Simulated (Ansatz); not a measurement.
**Platinum, omega (AlB2-type) under BLYP: structure, energy and stiffness, part 1 of 2**

What does BLYP give for platinum in the omega (AlB2-type) structure? We relax it, solve it on a dense k-mesh, then scale the cell to 7 volumes from 88 to 112 % of the relaxed one and try a fit of the equation of state. Spin polarisation is left out. The k-meshes are 8×8×12 for the relaxation; 10×10×15 for the dense run; 9×9×13 for the volumes.

Computed with Ansatz 0.2.0 (DFT BLYP, plane waves (420 eV) with PAW, scalar-relativistic; the PAW data stem from PBE, with regenerated cores, unless a step says otherwise).

## 1. The system as given

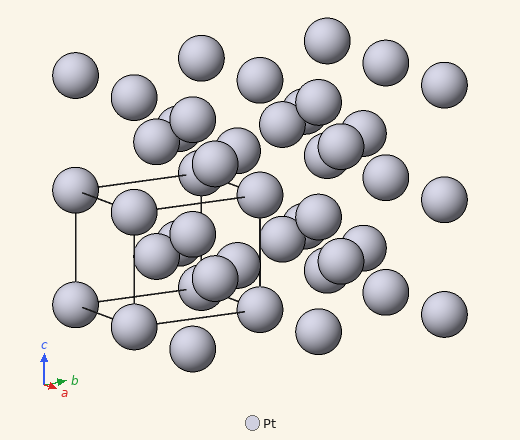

The structure, seen slightly off an axis (platinum light grey). 2×2×2 cells are drawn. Any atoms on the faces are drawn again on the opposite ones.

Structure file:

```
CELL_PARAMETERS angstrom
4.40203 0.00000 0.00000
-2.20101 3.81227 0.00000
0.00000 0.00000 2.69844
ATOMIC_POSITIONS crystal
Pt 0.00000 0.00000 0.00000
Pt 0.33333 0.66667 0.50000
Pt 0.66667 0.33333 0.50000
```

## 2. Relaxing cell and atoms

The input, input.yaml:

```yaml
crystal:
  lattice:
    - [4.4020276304, 0.0, 0.0]
    - [-2.2010138152, 3.8122677561, 0.0]
    - [0.0, 0.0, 2.6984429374]
  atoms:
    - { symbol: Pt, position: [0.0, 0.0, 0.0] }
    - { symbol: Pt, position: [0.3333333333, 0.6666666667, 0.5] }
    - { symbol: Pt, position: [0.6666666667, 0.3333333333, 0.5] }
hamiltonian:
  xc: blyp
  pseudopotentials:
    kind: paw
    azcp:
      Pt: "pseudopotentials/Pt.paw.azcp"
basis:
  ecutwfc: 420
  fft_grid_basis: typed
kpoints:
  mp_grid: { grid: [8, 8, 12], shift: [0, 0, 0] }
magnetization:
  spin_polarized: false
scf:
  occupations: { method: fermi_dirac, width: 0.1 }
relax:
  max_steps: 60
  f_tol: 0.01
  cell: {}
```

Output, cut to the lines that bear on the results:

```text
Warning: RAYON_NUM_THREADS=2 ignored (pool sized by the plan → 2); use --threads N
[...]
Pseudopotentials: kind: paw
Pseudopotential: Pt, paw, valence charge 18, recommended cutoff 420 eV (normal), <dir>
Functional definition: BLYP
[...]
Crystal: 3 atoms, lattice volume = 45.284 Å³
Basis set: ecut = 420 eV, 903 PW (Γ), exchange–correlation on 60×60×40 points (8 copies of the dense FFT grid, shifted against one another)
Bands: 33, of which v1, the nominal top of the filled ones, is band 27 counted from 1 (26 counted from 0)
Symmetry: 24 space group operations
Space group: P6/mmm (ITA 191), of the structure as read, at distance tolerance 3.6e-5 Å
k-points: 70 of 768
[...]
SCF iter   1: F=—  HF=-37646.419537 eV  |F-HF|=—  |Δ(HF+E_count)|=         —  Δρ=1.43e-2  dr2=9.34e-2  ethr=1.77e-3  ⟨swp⟩=5.5  Hψ=8520  notcnv=0  defer=17
[...]
relax step   1: F+E_penalty+E_count = -37646.40269221 eV  Δ(F+E_penalty+E_count) = +0.000e0 eV  max|allowed force component| = 2.591e-16 eV/Å  Δτ_max = 0.0000 Å  P = +32.402 GPa  Ω = 45.284 Å³  (6 SCF iters, dr2 threshold 1.00e-7 eV, accepted)
[...]
relax step   5: F+E_penalty+E_count = -37646.95142005 eV  Δ(F+E_penalty+E_count) = -9.729e-6 eV  max|allowed force component| = 4.626e-17 eV/Å  Δτ_max = 0.0000 Å  P = -0.000 GPa  Ω = 51.161 Å³  energy of the carried Pulay correction = -2.428e-3 eV  (7 SCF iters, dr2 threshold 1.15e-8 eV, accepted)
[...]
relax step   6: F+E_penalty+E_count = -37646.95384271 eV  Δ(F+E_penalty+E_count) = -2.423e-3 eV  max|allowed force component| = 6.476e-17 eV/Å  Δτ_max = 0.0000 Å  P = +0.030 GPa  Ω = 51.161 Å³  stress off target by 4.66e-2 GPa  SCF on the basis re-selected at this cell (its energy is not [...]
SCF converged after 9 iterations
Free energy (F): -37646.953843 eV
[...]
E sigma→0 (E₀):  -37646.867710 eV
Entropy (-TS):   -0.172265 eV (-57.422 meV/atom)
Fermi energy:    20.255500 eV
[...]
--- Forces (eV/Å), atoms counted from 1 ---
  atom   1  Pt     0.00000000     0.00000000     0.00000000
  atom   2  Pt     0.00000000    -0.00000000    -0.00000000
  atom   3  Pt     0.00000000     0.00000000     0.00000000
[...]
--- Stress (GPa, compression-positive) ---
        0.046598       0.000000      -0.000000
       -0.000000       0.046598      -0.000000
       -0.000000      -0.000000      -0.002467
  P = ⅓ Tr σ = 0.0302 GPa (0.302 kbar)
--- Relaxed structure (5 steps of the walk, 5 accepted, 1 SCFs on fresh bases) ---
  F+E_penalty+E_count = -37646.95384271 eV   max|allowed force component| = 6.476e-17 eV/Å   (the final SCF, on the basis selected at the relaxed cell)
  cell:  # Å, volume = 51.1613 Å³
    - [4.631316267112267, 3.211026467918021e-33, 3.1713841658449595e-34]
    - [-2.3156581335561337, 4.010837540279341, 5.132967178349292e-18]
    - [1.9440584936343923e-34, 3.63327549807658e-18, 2.7542428212531633]
  atoms:
    - { symbol: Pt, position: [-1.7913224625474033e-34, -3.564415352780943e-34, 0.0] }
    - { symbol: Pt, position: [0.33333333333333337, 0.6666666666666667, 0.5] }
    - { symbol: Pt, position: [0.6666666666666665, 0.33333333333333337, 0.5] }
```

Wall time 21 s (2 threads of Intel Xeon Platinum 8375C at 2.90GHz (Ice Lake), shared host); peak memory 0.42 GiB.

Step by step:

```tsv
step	energy change (meV/atom)	largest force (eV/Å)	pressure (GPa)	volume (Å³/atom)
1	0.00	0.0000	32.40	15.095
2	-180.51	0.0000	-0.99	17.150
3	-182.25	0.0000	-0.28	17.080
4	-182.91	0.0000	-0.06	17.059
5	-182.91	0.0000	0.00	17.054
6	-183.72	0.0000	0.03	17.054
```

Steps that repeat a cell are solved on a basis chosen anew, so their changes of energy are no gain of the relaxation.

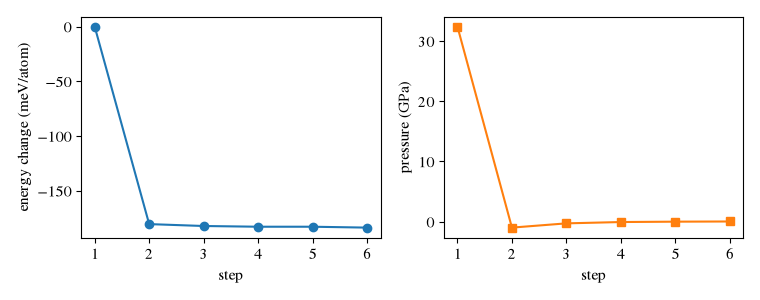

Energy and pressure over the accepted steps.

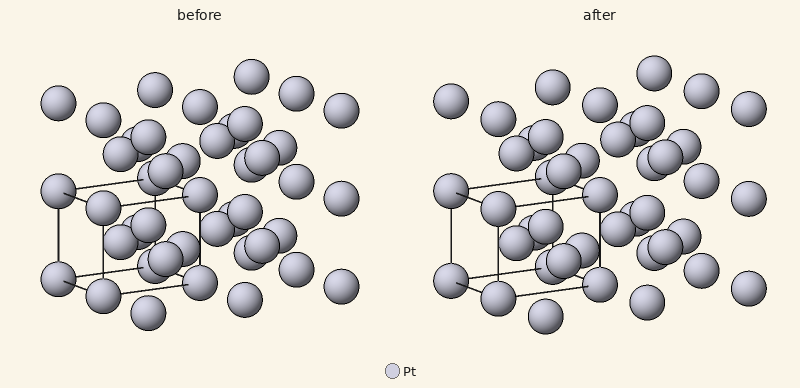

Start and end of the relaxation side by side. The cells drawn are those of the first picture.

The cell of the run, before and after:

|  | before | after | change |
| --- | --- | --- | --- |
| a (Å) | 4.402 | 4.631 | +5.2 % |
| b (Å) | 4.402 | 4.631 | +5.2 % |
| c (Å) | 2.698 | 2.754 | +2.1 % |
| volume (Å³/atom) | 15.095 | 17.054 | +13.0 % |
| shortest distance (Å) | 2.542 | 2.674 | +5.2 % |
| space group (spins left aside) | P6/mmm | P6/mmm | same |

## 3. The energy on a finer k-mesh

The input, input.yaml:

```yaml
crystal:
  lattice:
    - [4.6313162671, 0.0, 0.0]
    - [-2.3156581336, 4.0108375403, 0.0]
    - [0.0, 0.0, 2.7542428213]
  atoms:
    - { symbol: Pt, position: [1.0, 1.0, 0.0] }
    - { symbol: Pt, position: [0.3333333333, 0.6666666667, 0.5] }
    - { symbol: Pt, position: [0.6666666667, 0.3333333333, 0.5] }
hamiltonian:
  xc: blyp
  pseudopotentials:
    kind: paw
    azcp:
      Pt: "pseudopotentials/Pt.paw.azcp"
basis:
  ecutwfc: 420
  fft_grid_basis: typed
kpoints:
  mp_grid: { grid: [10, 10, 15], shift: [0, 0, 0] }
magnetization:
  spin_polarized: false
scf:
  occupations: { method: fermi_dirac, width: 0.1 }
```

Output, cut to the lines that bear on the results:

```text
Warning: RAYON_NUM_THREADS=2 ignored (pool sized by the plan → 2); use --threads N
[...]
[... 3 set-up lines as earlier in the session ...]
[...]
Crystal: 3 atoms, lattice volume = 51.161 Å³
Basis set: ecut = 420 eV, 975 PW (Γ), exchange–correlation on 64×64×40 points (8 copies of the dense FFT grid, shifted against one another)
Bands: 33, of which v1, the nominal top of the filled ones, is band 27 counted from 1 (26 counted from 0)
[... 1 set-up line as earlier in the session ...]
Space group: P6/mmm (ITA 191), of the structure as read, at distance tolerance 3.7e-5 Å
k-points: 112 of 1500
[...]
SCF iter   1: F=—  HF=-37646.956456 eV  |F-HF|=—  |Δ(HF+E_count)|=         —  Δρ=1.20e-2  dr2=8.02e-2  ethr=1.77e-3  ⟨swp⟩=5.3  Hψ=12913  notcnv=0  defer=31
[...]
SCF iter   6: F=-37646.945242 eV  HF=-37646.945242 eV  |F-HF|=1.89e-8  |Δ(HF+E_count)|=   4.98e-7  Δρ=1.39e-5  dr2=8.82e-8  ethr=1.85e-10  ⟨swp⟩=1.9  Hψ=9894  notcnv=0
[...]
SCF converged after 6 iterations
Free energy (F): -37646.945242 eV
[...]
E sigma→0 (E₀):  -37646.857008 eV
Entropy (-TS):   -0.176469 eV (-58.823 meV/atom)
Fermi energy:    20.255394 eV
[...]
```

Run time: 4.9 s. Hardware: 2 threads of Intel Xeon Platinum 8375C at 2.90GHz (Ice Lake), shared host; peak memory 0.43 GiB.

## 4. The cell scaled to 88 % of its volume

The input, input.yaml:

```yaml
crystal:
  lattice:
    - [4.4381161453, 0.0, 0.0]
    - [-2.2190580727, 3.8435213268, 0.0]
    - [0.0, 0.0, 2.639346749]
  atoms:
    - { symbol: Pt, position: [1.0, 1.0, 0.0] }
    - { symbol: Pt, position: [0.3333333333, 0.6666666667, 0.5] }
    - { symbol: Pt, position: [0.6666666667, 0.3333333333, 0.5] }
hamiltonian:
  xc: blyp
  pseudopotentials:
    kind: paw
    azcp:
      Pt: "pseudopotentials/Pt.paw.azcp"
basis:
  ecutwfc: 420
  fft_grid_basis: typed
kpoints:
  mp_grid: { grid: [9, 9, 13], shift: [0, 0, 0] }
magnetization:
  spin_polarized: false
scf:
  occupations: { method: fermi_dirac, width: 0.1 }
  lower_state_search: "off"
output:
  stress: true
  write_density: true
  write_potential: true
  elf: true
  volumetric_format: npy
```

Output, cut to the lines that bear on the results:

```text
Warning: RAYON_NUM_THREADS=2 ignored (pool sized by the plan → 2); use --threads N
[...]
[... 3 set-up lines as earlier in the session ...]
[...]
Crystal: 3 atoms, lattice volume = 45.022 Å³
Basis set: ecut = 420 eV, 927 PW (Γ), exchange–correlation on 60×60×36 points (8 copies of the dense FFT grid, shifted against one another)
Bands: 33, of which v1, the nominal top of the filled ones, is band 27 counted from 1 (26 counted from 0)
[... 2 set-up lines as earlier in the session ...]
k-points: 84 of 1053
[...]
SCF iter   1: F=—  HF=-37646.378530 eV  |F-HF|=—  |Δ(HF+E_count)|=         —  Δρ=1.42e-2  dr2=8.72e-2  ethr=1.77e-3  ⟨swp⟩=5.5  Hψ=10190  notcnv=0  defer=22
[...]
SCF iter   7: F=-37646.362115 eV  HF=-37646.362115 eV  |F-HF|=1.91e-9  |Δ(HF+E_count)|=   2.16e-8  Δρ=2.19e-6  dr2=6.14e-10  ethr=6.23e-11  ⟨swp⟩=5.0  Hψ=15379  notcnv=0
[...]
SCF converged after 7 iterations
Free energy (F): -37646.362115 eV
[...]
E sigma→0 (E₀):  -37646.281567 eV
Entropy (-TS):   -0.161094 eV (-53.698 meV/atom)
Fermi energy:    23.983413 eV
[...]
--- Stress (GPa, compression-positive) ---
       33.728171      -0.000000       0.000000
       -0.000000      33.728171       0.000000
        0.000000       0.000000      34.945692
  P = ⅓ Tr σ = 34.1340 GPa (341.340 kbar)
--- Band table (eV; the first three rows and the last of 84) ---
[...]
```

It took 6.4 s on 2 threads of Intel Xeon Platinum 8375C at 2.90GHz (Ice Lake), shared host; peak memory 0.41 GiB.

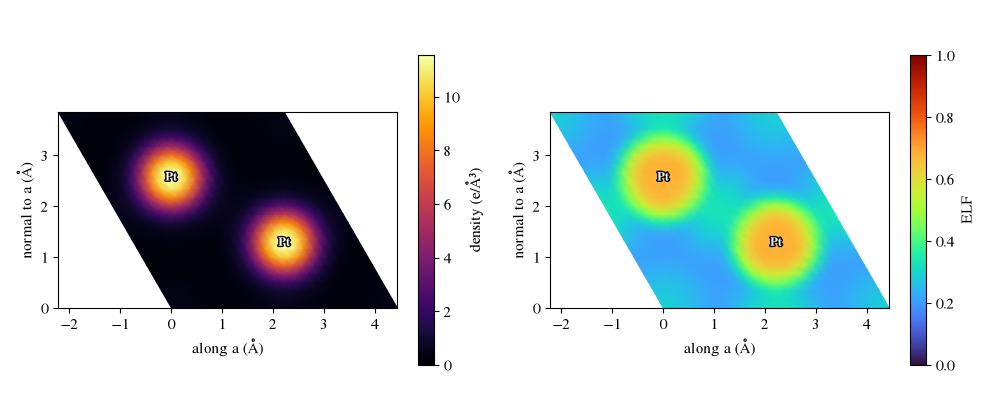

Density (left) and ELF (right) in a lattice plane of the grid's cell (edges 4.44 and 4.44 Å, at 0.500 of the third edge), which holds Pt. Only atoms in the plane are labelled. Both are smooth fields of the valence electrons: close to the nuclei they are not physical.

## 5. The cell scaled to 92 % of its volume

input.yaml, as its differences from that of step 4:

```diff
@@ -2,5 +2,5 @@
   lattice:
-    - [4.4381161453, 0.0, 0.0]
-    - [-2.2190580727, 3.8435213268, 0.0]
-    - [0.0, 0.0, 2.639346749]
+    - [4.5043664521, 0.0, 0.0]
+    - [-2.252183226, 3.9008957755, 0.0]
+    - [0.0, 0.0, 2.6787457926]
   atoms:
@@ -27,5 +27 @@
   stress: true
-  write_density: true
-  write_potential: true
-  elf: true
-  volumetric_format: npy
```

Output, cut to the lines that bear on the results:

```text
Warning: RAYON_NUM_THREADS=2 ignored (pool sized by the plan → 2); use --threads N
[...]
[... 3 set-up lines as earlier in the session ...]
[...]
Crystal: 3 atoms, lattice volume = 47.068 Å³
Basis set: ecut = 420 eV, 927 PW (Γ), exchange–correlation on 64×64×36 points (8 copies of the dense FFT grid, shifted against one another)
Bands: 33, of which v1, the nominal top of the filled ones, is band 27 counted from 1 (26 counted from 0)
[... 2 set-up lines as earlier in the session ...]
k-points: 84 of 1053
[...]
SCF iter   1: F=—  HF=-37646.716539 eV  |F-HF|=—  |Δ(HF+E_count)|=         —  Δρ=1.33e-2  dr2=8.28e-2  ethr=1.77e-3  ⟨swp⟩=5.4  Hψ=9956  notcnv=0  defer=19
[...]
SCF iter   6: F=-37646.702317 eV  HF=-37646.702317 eV  |F-HF|=8.57e-9  |Δ(HF+E_count)|=   4.11e-7  Δρ=1.56e-5  dr2=8.96e-8  ethr=1.85e-10  ⟨swp⟩=3.0  Hψ=10389  notcnv=0
[...]
SCF converged after 6 iterations
Free energy (F): -37646.702317 eV
[...]
E sigma→0 (E₀):  -37646.617706 eV
Entropy (-TS):   -0.169221 eV (-56.407 meV/atom)
Fermi energy:    22.628825 eV
[...]
--- Stress (GPa, compression-positive) ---
       19.434008      -0.000000       0.000000
       -0.000000      19.434008       0.000000
        0.000000       0.000000      20.395877
  P = ⅓ Tr σ = 19.7546 GPa (197.546 kbar)
```

It took 4.2 s on 2 threads of Intel Xeon Platinum 8375C at 2.90GHz (Ice Lake), shared host; peak memory 0.4 GiB.

(Continued in part 2 of 2.)
